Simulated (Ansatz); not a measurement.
# InGe2 (built on the sites of a database entry of ScSi2): following an unstable mode, part 3 of 3

Aim: this structure of InGe2 (built on the sites of a database entry of ScSi2) is to be tested for unstable modes, and one is followed downhill.

Ansatz 0.2.0; DFT PBE, scalar-relativistic, plane waves, norm-conserving pseudopotentials.

So far. Step 5 (Energy along the mode, all amplitudes (two of the runs …): The lowest of the steps tried is at 0.22 Å, 6.08 meV/atom below the parent; the bottom of the well need not coincide with a step. Step 7 (The new phase in its own primitive cell): The largest force component left is 0.38 meV/Å and the pressure is 0.001 GPa, within the tolerances set. The cell now holds 23.80 Å³/atom.

The structure was built from a prototype and need not be the compound's stable phase.

## (8) Modes of the new phase, k-mesh 12×12×8

A relaxed structure may still be a saddle point, so its zone-centre modes are computed. No field response is asked, since the mesh shows no gap.

The input, input.yaml:

```yaml
crystal:
  lattice:
    - [4.0079402553, 0.0, 0.0]
    - [-2.0039701276, 3.470978078, 0.0]
    - [0.0, 0.0, 5.1330865946]
  atoms:
    - { symbol: In, position: [0.0, 0.0, 0.0] }
    - { symbol: Ge, position: [0.3333333333, 0.6666666667, 0.3950229421] }
    - { symbol: Ge, position: [0.6666666667, 0.3333333333, 0.6049770579] }
kpoints:
  mp_grid: { grid: [12, 12, 8] }
hamiltonian:
  xc: pbe
  pseudopotentials: { kind: nc }
scf:
  occupations: { method: methfessel_paxton, width: 0.2 }
output:
  eigenvalues: true
phonons:
  method: dfpt
```

Command:

```bash
$ ansatz run input.yaml --threads 8 --pin off --max-ram 14336MiB --backend cpu --events-out ev --progress --plain --runs-dir out
```

Numbers of over 12 decimals in the logs are rounded to 6 here.

Log:

```text
[...]
Crystal: 3 atoms, lattice volume = 71.409 Å³
Basis set: ecut = 1061.244064 eV, 5631 PW (Γ), exchange–correlation on 90×90×120 points (8 copies of the dense FFT grid, shifted against one another)
Bands: 25, of which v1, the nominal top of the filled ones, is band 21 counted from 1 (20 counted from 0)
Symmetry: 12 space group operations
k-points: 320 of 1152 (irreducible under 2 space group operations, time reversal used)
[...]
SCF iter   1: F=—  HF=-6668.456231 eV  |F-HF|=—  |Δ(HF+E_count)|=         —  Δρ=2.23e-2  dr2=2.72e-1  ethr=3.10e-3  ⟨swp⟩=5.5  Hψ=32337  notcnv=0
[...]
SCF iter  12: F=-6668.396386 eV  HF=-6668.396386 eV  |F-HF|=9.09e-13  |Δ(HF+E_count)|=  1.82e-12  S|Δr|=    0.00e0  Δρ=4.57e-8  dr2=1.42e-12  ethr=1.00e-12  ⟨swp⟩=11.7  Hψ=55441  notcnv=0
SCF 1 converged in 12 iterations: F = -6668.396386 eV  dr2 = 1.42e-12
DFPT response loops at Γ: preconditioner auto → Kerker (q_TF=auto, 2.487 Å⁻¹) (partly filled bands, converged f_vac=0.000); β = 1.00, the filter's whole step (`scf.mixing.beta` (0.50) is not read by the response loops under this deck's `scf.mixing.preconditioner`; to damp them name `kerker` or `kerker_dos`, under which they read `scf.mixing.beta`, and type it under 1.00, their step now; both keys bind the ground state too); Broyden in place of MSR1
SCF converged after 12 iterations
[...]
Free energy (F): -6668.396386 eV
[...]
Internal energy: -6668.396200 eV  (E = F + TS)
E sigma→0 (E₀):  -6668.396340 eV
Entropy (-TS):   -0.000187 eV (-0.062 meV/atom)
Fermi energy:    9.724226 eV
[...]
--- Band table (eV; the first three rows and the last of 320) ---
  k-point 0: bands = [... 17 lower, 4.8480, 9.5924, 9.5924, 10.7411, 11.9414, 11.9414, 13.9191, 16.9578]
  k-point 1: bands = [... 17 lower, 5.9114, 9.5947, 9.5947, 10.7704, 12.0384, 12.0384, 13.8363, 16.5041]
  k-point 2: bands = [... 17 lower, 7.2619, 9.6008, 9.6008, 10.8274, 12.3150, 12.3150, 13.5810, 15.5793]
  k-point 319: bands = [... 17 lower, 4.6482, 6.1006, 7.3929, 7.9142, 13.2674, 13.9417, 14.8635, 14.9213]
--- Phonons (Γ-DFPT): 4 representative perturbations + reference, on 320 of 1152 k-points (Σ response iterations 14) ---
  k mesh reduced under 2 symmetry operations, with k and −k counted as one. Each operation leaves every solved perturbation unchanged. A smaller set is not used because it would not reduce the number of displacements times k-points to solve
  ASR residual: 2.648e-4 → 0.000e0 eV/Å²; symmetrization residual: 1.356e-4 eV/Å²
  ASR residual per site (eV/Å²): 2.65e-4 1.58e-4 1.58e-4
  Γ frequencies (cm⁻¹): 0.00 0.00 0.00 50.67 50.67 89.25 159.05 196.67 196.67
  non-analytic LO–TO correction: not included (Born effective charges unavailable; polar crystals: no LO–TO splitting at Γ)
```

The job ended after 1.7 min (8 threads of Arm Neoverse V2, shared host; peak memory 5.6 GiB).

This step gave:

| Property | Result |
| --- | --- |
| sum-rule residual before enforcement | 2.65e-4 eV/Å² |
| point group | -3m |
| highest optical mode at the zone centre (no LO-TO term) | 196.7 cm⁻¹ |
| lowest optical zone-centre mode | 50.67 cm⁻¹ |

Patterns of degenerate modes are one choice out of their space. Modes at Γ, with each element's share of the kinetic energy:

```tsv
mode	frequency (cm⁻¹)	symmetry	In %	Ge %
1	0.0	acoustic	44	56
2	0.0	acoustic	44	56
3	0.0	acoustic	44	56
4	50.7	Eu	56	44
5	50.7	Eu	56	44
6	89.2	A2u	56	44
7	159.1	A1g	0	100
8	196.7	Eg	0	100
9	196.7	Eg	0	100
```

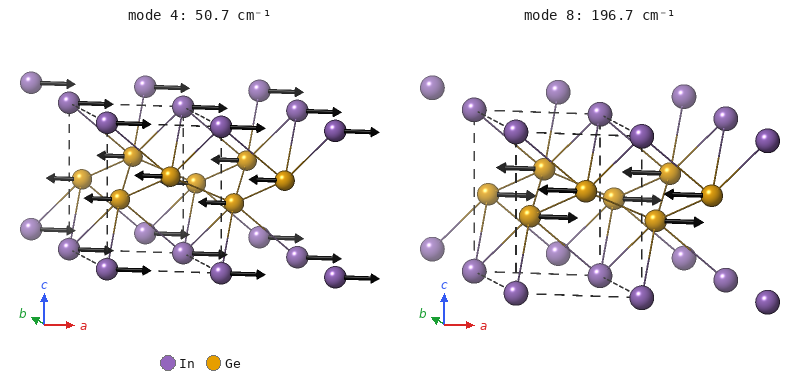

Displacement patterns of modes 4 and 8 at Γ; arrows are exaggerated. Bonds to atoms that aren't drawn are left out. 2×2×1 cells are drawn. Some periodic images of atoms are drawn too.

Before it was imposed, the acoustic sum rule was missed by 2.6e-4 eV/Å². Small misses are needed for a sound result but don't prove that mesh and cutoff are converged. The lowest optical mode is real, 50.7 cm⁻¹.

## (9) The phases reached

The phases reached along the modes that were followed are set side by side.

Energies are those of the first relaxation, on the mesh of the frozen mode; space group, volume and gap are those of the last relaxation. Phases, by row:

```tsv
mode frozen in	space group	energy from parent (meV/atom)	volume (Å³/atom)	gap on mesh (eV)	lowest zone-centre optical mode (cm⁻¹)	largest shift (Å)
parent	P6/mmm	0	24.23	0	–	–
q = (0, 0, -0.5), 62i cm⁻¹	P6_3/mmc	-111.6	24.2	0	20.7	0.541
q = (0, 0, 0), 50i cm⁻¹	P-3m1	-135.3	23.8	0	50.7	0.541
```

## (10) What came out

```
unstable mode of the parent                                                      : q = (0, 0, 0), 50i cm⁻¹
depth at the lowest point sampled                                                : 6.08 meV/atom
largest atomic shift at that point                                               : 0.22 Å
space group reached (within 0.01 Å)                                              : P-3m1
energy gained over the parent (first relaxation, on the mesh of the frozen mode) : 135 meV/atom
volume per atom, phase reached                                                   : 23.8 Å³
lowest optical zone-centre mode, phase reached                                   : 50.7 cm⁻¹
highest optical mode at the zone centre (no LO-TO term), phase reached           : 197 cm⁻¹
```

Along this mode the structure falls into P-3m1, 135 meV/atom below the parent. At the parent's cell the well is 6.08 meV/atom deep on the steps tried, with its lowest point at a shift of 0.22 Å. Relaxing atoms and cell changes the gain by +129.26 meV/atom against the lowest step (energies at zero smearing). Most of the total comes from this relaxation. The new phase has no imaginary mode at the zone centre of its cell; other wavevectors were not checked. Of the 2 patterns followed to their end from this parent, this one reaches the lowest energy. Each path keeps the symmetry of its pattern, so a lower phase may lie along a pattern not tried. The q mesh is too sparse to interpolate, so only the solved wavevectors are given. With no gap, or one that is small against the smearing, the frequencies hang on the k mesh and the smearing, most of all near Kohn anomalies. The phonon runs are without spin polarisation, although the cell has an odd electron count. A phonon run warned that its eigensolver left some bands unconverged in a pass. The starting cell was built on a prototype and not taken from a measurement, so the phase need not exist.

[Logs are printed without paths, hosts, clocks, repeated set-up lines and the standing remarks that a program may print on its own settings, such as how far it seeks lower states.]

[Hosts, paths, dates, database ids (printed as entryN), source tags and the programs' standing remarks are cut or masked in the printed files.]
